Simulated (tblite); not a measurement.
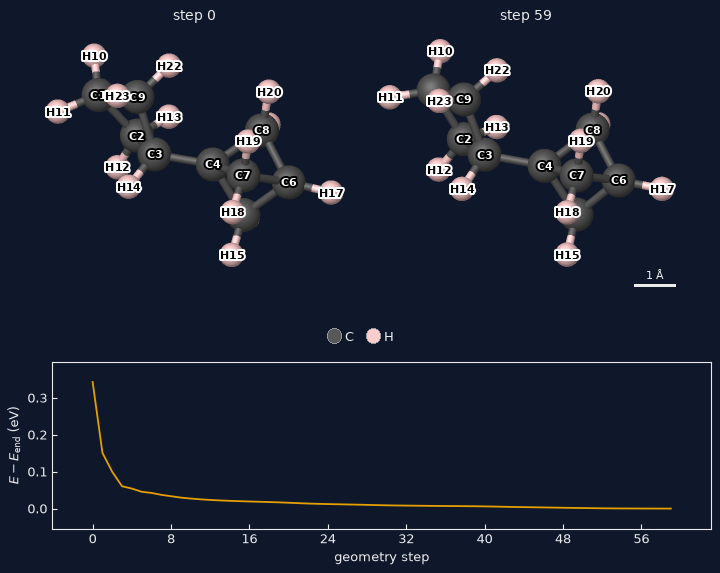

First and last geometry of a relaxation of C9H14, with the history of the run. A ball-and-stick model, seen from a free direction.

The calculation used GFN2-xTB geometry optimisation, gas phase (tblite 0.8.0). 

> Read the history and describe the run.

It converged. The energy falls by 0.343 eV in 59 geometry steps. The atom that moves furthest after the best rigid fit is an H atom (0.39 Å). By element the largest moves are H 0.39 Å, C 0.16 Å. Among the contacts that change: C–C 1.584 → 1.536 Å, C–C 1.454 → 1.499 Å, C–C 1.563 → 1.542 Å, C–C 1.529 → 1.544 Å. Bond angles that change, for instance: C–C–H 114.7° → 109.0°, C–C–C 113.2° → 116.9°, C–C–H 115.8° → 112.3°.
